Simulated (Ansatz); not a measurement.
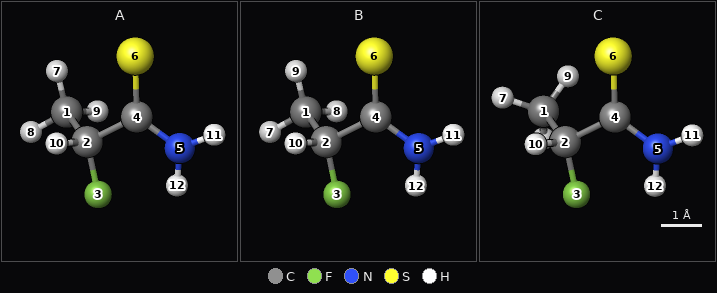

3 geometries from a converged minimum-energy path of C3H6FNS, shuffled. Style: ball-and-stick. Shown at a tilt.

Computed with RKS r2SCAN-D4/def2-SVP (Ansatz). Settings: 5 movable images; climbing image; force threshold 0.05 eV/Å; iteration limit 60; starting path by image-dependent pair potential.

Q: One of them is the converged climbing image. Which?

A: C. In order along the path, whose images run from 0 to 6: B (image 0, 0.00 kcal/mol), C (image 3, +3.61 kcal/mol), A (image 6, 0.00 kcal/mol). The motion is a rotation about the C1–C2 bond by about 120°. No bond forms or breaks between the ends. Bond angles that change up to the highest image, for instance: C2–C1–H8 109.9° → 107.8°, C2–C1–H7 109.7° → 111.7°.

The run took 100 s on 2 threads of AMD EPYC 7R43 64-Core Processor (Zen 3), with other jobs on the host, peak memory 0.19 GiB.
